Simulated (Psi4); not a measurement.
# CH4AlClO (SMILES C[O][AlH][Cl]): B3LYP/6-31G(d) (Cartesian functions)

What is the vertical singlet–triplet gap of CH4AlClO at B3LYP/6-31G* (Cartesian functions)? 

Program for the calculation: Psi4 1.11.

1 further run of the same task is left out (set aside as unsound or not needed).

### Step 1. The molecule

CH4AlClO has 8 atoms, charge 0, and is taken as a singlet. As SMILES, `C[O][AlH][Cl]`. The shape is that of a PBE0-D4/def2-TZVP optimisation. This is one conformer, not always the lowest.

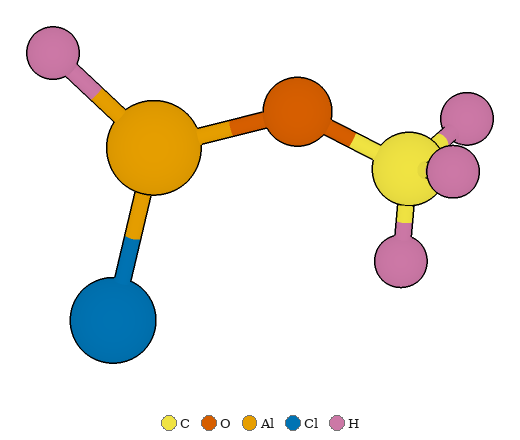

The structure, seen from a chosen angle (carbon yellow, oxygen orange, aluminium amber, chlorine blue, hydrogen pink).

### Step 2. A single-point energy at B3LYP/6-31G(d) (Cartesian functions)

Input file job.json:

```json
{
 "schema_name": "qcschema_input",
 "schema_version": 1,
 "molecule": {
  "schema_name": "qcschema_molecule",
  "schema_version": 2,
  "symbols": ["C", "O", "Al", "Cl", "H", "H", "H", "H"],
  "geometry": [0.24982179, 2.36329149, 0.49699797, 1.21944027, 0.09826576, -0.46487263, 0.19539768, -2.87181679, -0.80615716, -3.45630908, -3.79419211, 0.42405454, 0.22374357, 3.80288485, -0.9873819, -1.67524221, 2.14710682, 1.22832198, 1.45546706, 3.04737235, 2.03145558, 1.96153572, -4.90062676, -2.02748716],
  "molecular_charge": 0,
  "molecular_multiplicity": 1,
  "fix_symmetry": "c1",
  "fix_com": true,
  "fix_orientation": true
 },
 "driver": "energy",
 "model": {
  "method": "b3lyp",
  "basis": "6-31G*"
 },
 "keywords": {
  "puream": false,
  "e_convergence": 1e-09,
  "d_convergence": 1e-08,
  "scf_type": "pk",
  "dft_radial_points": 99,
  "dft_spherical_points": 590,
  "scf_properties": ["DIPOLE", "WIBERG_LOWDIN_INDICES", "MULLIKEN_CHARGES"]
 }
}
```

Run with:

```bash
$ psi4 --qcschema job.json -n 1 --memory 2200MB
```

stdout:

```text
[...]
  Running in c1 symmetry.
[...]
  Nuclear repulsion =  196.040773544781587
[...]
  Multiplicity = 1
[...]
  Nalpha       = 24
  Nbeta        = 24
[...]
    Number of basis functions: 76
[...]
   @RKS iter   1:  -818.22816457948784   -3.78308e-01   9.73947e-03 ADIIS/DIIS
[...]
   @RKS iter  12:  -818.47286542891106    5.68434e-13   1.80846e-09 DIIS
[...]
    Orbital Energies [Eh]
    ---------------------
    Doubly Occupied:
       1A   -101.529097     2A    -56.079052     3A    -19.148207
       4A    -10.236557     5A     -9.447990     6A     -7.207792
       7A     -7.204287     8A     -7.203567     9A     -4.167369
      10A     -2.723808    11A     -2.720049    12A     -2.716772
      13A     -1.002281    14A     -0.809748    15A     -0.682608
      16A     -0.493090    17A     -0.451880    18A     -0.450042
      19A     -0.408056    20A     -0.349753    21A     -0.334395
      22A     -0.321894    23A     -0.301975    24A     -0.296632
[...]
  @RKS Final Energy:  -818.47286542891106
   => Energetics <=
    Nuclear Repulsion Energy =            196.0407735447815867
    One-Electron Energy =               -1520.4909299650139474
    Two-Electron Energy =                 556.3948654854077631
    DFT Exchange-Correlation Energy =     -50.4175744940864945
    Empirical Dispersion Energy =           0.0000000000000000
    VV10 Nonlocal Energy =                  0.0000000000000000
    Total Energy =                       -818.4728654289110636
[...]
 Multipole Moments:
 ------------------------------------------------------------------------------------
     Multipole            Electronic (a.u.)      Nuclear  (a.u.)        Total (a.u.)
 ------------------------------------------------------------------------------------
 L = 1.  Multiply by 2.5417464519 to convert [e a0] to [Debye]
 Dipole X            :         43.2485910          -42.9971275            0.2514636
 Dipole Y            :         83.2303442          -82.7722719            0.4580724
 Dipole Z            :          3.7783172           -3.7632006            0.0151166
 Magnitude           :                                                    0.5227741
[...]
  Mulliken Charges: (a.u.)
   Center  Symbol    Alpha    Beta     Spin     Total
       1     C     3.09674  3.09674  0.00000 -0.19348
       2     O     4.28494  4.28494  0.00000 -0.56988
       3    AL     6.16964  6.16964  0.00000  0.66072
       4    CL     8.64025  8.64025  0.00000 -0.28051
       5     H     0.42459  0.42459  0.00000  0.15083
       6     H     0.42527  0.42527  0.00000  0.14946
       7     H     0.42455  0.42455  0.00000  0.15089
       8     H     0.53402  0.53402  0.00000 -0.06803
   Total alpha = 24.00000, Total beta = 24.00000, Total charge = -0.00000
[...]
```

The result, in JSON:

```text
{
 "driver": "energy",
 "model": {
  "method": "b3lyp",
  "basis": "6-31G*"
 },
 "success": true,
 "return_result": -818.4728654289111,
 "properties": {
  "calcinfo_nbasis": 76,
  "calcinfo_nmo": 76,
  "calcinfo_nalpha": 24,
  "calcinfo_nbeta": 24,
  "calcinfo_natom": 8,
  "nuclear_repulsion_energy": 196.0407735447816,
  "return_energy": -818.4728654289111,
  "scf_one_electron_energy": -1520.490929965014,
  "scf_two_electron_energy": 556.3948654854078,
  "scf_xc_energy": -50.417574494086494,
  "scf_dipole_moment": [0.25146356759280764, 0.4580723790353147, 0.015116575318702807],
  "scf_total_energy": -818.4728654289111,
  "scf_iterations": 12
 }
}
```

Wall time 9 s (1 thread of Intel Xeon 6975P-C (Granite Rapids), shared host); peak memory 1.1 GiB.

### Step 3. The triplet: energy and forces at UB3LYP/6-31G(d) (Cartesian functions)

Input file ch4alclo.xyz:

```xyz
8
CH4AlClO
C      0.132200     1.250600     0.263000
O      0.645300     0.052000    -0.246000
Al     0.103400    -1.519700    -0.426600
Cl    -1.829000    -2.007800     0.224400
H      0.118400     2.012400    -0.522500
H     -0.886500     1.136200     0.650000
H      0.770200     1.612600     1.075000
H      1.038000    -2.593300    -1.072900
```

Input file ch4alclo.py:

```python
import psi4

psi4.set_memory('2200 MB')
psi4.set_num_threads(1)
psi4.core.set_output_file('psi4.out', False)

with open('ch4alclo.xyz') as f:
    atoms = ''.join(f.readlines()[2:])
geom = psi4.geometry('0 3\n' + atoms + 'symmetry c1\nno_reorient\nno_com')

options = {'reference': 'uks', 'puream': False, 'e_convergence': 1e-09, 'd_convergence': 1e-08, 'scf_type': 'pk', 'dft_radial_points': 99, 'dft_spherical_points': 590, 'maxiter': 100}
psi4.set_options(options)

energy_value, wavefunction = psi4.gradient('b3lyp/6-31G*', return_wfn=True)
psi4.oeprop(wavefunction, 'MAYER_INDICES', 'QUADRUPOLE', 'LOWDIN_CHARGES')
print('gradient / Eh bohr^-1')
print(energy_value.np.round(6))
print(f'energy = {wavefunction.energy():.10f} Eh')
```

Run with:

```bash
$ python ch4alclo.py
```

psi4.out:

```text
[...]
  Running in c1 symmetry.
[...]
  Nuclear repulsion =  196.040773346777712
[...]
  Multiplicity = 3
[...]
  Nalpha       = 25
  Nbeta        = 23
[...]
    Number of basis functions: 76
[...]
   @UKS iter   1:  -817.93206232795080   -8.22057e-02   1.00455e-02 DIIS/ADIIS
[...]
   @UKS iter  31:  -818.24662598250200   -3.18323e-12   5.33616e-09 DIIS
[...]
   @S^2 Observed:                2.004074847E+00
[...]
    Orbital Energies [Eh]
    ---------------------
    Alpha Occupied:
       1A   -101.549666     2A    -56.048232     3A    -19.257370
       4A    -10.298029     5A     -9.467767     6A     -7.228772
       7A     -7.225575     8A     -7.222294     9A     -4.142208
      10A     -2.696710    11A     -2.695995    12A     -2.693401
      13A     -1.102343    14A     -0.827744    15A     -0.751841
      16A     -0.561721    17A     -0.537158    18A     -0.518333
      19A     -0.421066    20A     -0.403517    21A     -0.380328
      22A     -0.354515    23A     -0.349549    24A     -0.333058
      25A     -0.089897
    Alpha Virtual:
[...]
  @UKS Final Energy:  -818.24662598250200
   => Energetics <=
    Nuclear Repulsion Energy =            196.0407733467777120
    One-Electron Energy =               -1519.1012735361850901
    Two-Electron Energy =                 555.1373912158500161
    DFT Exchange-Correlation Energy =     -50.3235170089446697
    Empirical Dispersion Energy =           0.0000000000000000
    VV10 Nonlocal Energy =                  0.0000000000000000
    Total Energy =                       -818.2466259825019961
[...]
  -Total Gradient:
     Atom            X                  Y                   Z
    ------   -----------------  -----------------  -----------------
       1        0.009544122921     0.017250852125    -0.007971962737
       2       -0.019023626051    -0.094111052133    -0.007418623691
       3        0.004037913314     0.071492567196     0.018671495562
       4        0.024966014275     0.002803588075    -0.009494114313
       5       -0.006792597079    -0.001538041215     0.006777305102
       6       -0.000158819523     0.002032129690     0.000338010345
       7       -0.006865018898    -0.002278537403    -0.000916641940
       8       -0.005715410433     0.004332804153     0.000013598457
[...]
 Multipole Moments:
 ------------------------------------------------------------------------------------
     Multipole            Electronic (a.u.)      Nuclear  (a.u.)        Total (a.u.)
 ------------------------------------------------------------------------------------
 L = 1.  Multiply by 2.5417464519 to convert [e a0] to [Debye]
 Dipole X            :         43.0726463          -42.9971275            0.0755188
 Dipole Y            :         84.6666096          -82.7722720            1.8943376
 Dipole Z            :          4.2467631           -3.7632006            0.4835625
 Magnitude           :                                                    1.9565405
 L = 2.  Multiply by 1.3450342976 to convert [e a0^2] to [Debye ang]
 Quadrupole XX       :       -255.6470058          224.6728220          -30.9741838
 Quadrupole XY       :       -212.2483661          212.2189958           -0.0293703
[...]
```

On the terminal:

```text
gradient / Eh bohr^-1
[[ 9.5440e-03  1.7251e-02 -7.9720e-03]
 [-1.9024e-02 -9.4111e-02 -7.4190e-03]
 [ 4.0380e-03  7.1493e-02  1.8671e-02]
 [ 2.4966e-02  2.8040e-03 -9.4940e-03]
 [-6.7930e-03 -1.5380e-03  6.7770e-03]
 [-1.5900e-04  2.0320e-03  3.3800e-04]
 [-6.8650e-03 -2.2790e-03 -9.1700e-04]
 [-5.7150e-03  4.3330e-03  1.4000e-05]]
energy = -818.2466259825 Eh
```

Run time: 34 s. Hardware: 1 thread of Intel Xeon 6975P-C (Granite Rapids), shared host; peak memory 1.1 GiB.

### Step 4. Summary of results

Level: B3LYP/6-31G* (Cartesian functions).

| quantity | value |
| --- | --- |
| singlet: total energy | -818.47287 Eh |
| singlet: dipole moment | 1.33 D |
| singlet: HOMO energy | -8.07 eV |
| singlet: LUMO energy | -0.84 eV |
| singlet: HOMO–LUMO gap | 7.23 eV |
| triplet: total energy | -818.24663 Eh |
| triplet: dipole moment | 4.97 D |
| triplet: HOMO energy (highest over α and β) | -2.45 eV |
| triplet: ⟨S²⟩ | 2.004 |
| triplet: largest force on an atom | 4.952 eV/Å |
| vertical energy of the triplet above the singlet | 6.156 eV |

At this shape the triplet lies 6.16 eV (594 kJ/mol) above the singlet. Mulliken charges (singlet) run from -0.57 on O2 to +0.66 on Al3; they depend strongly on the basis.
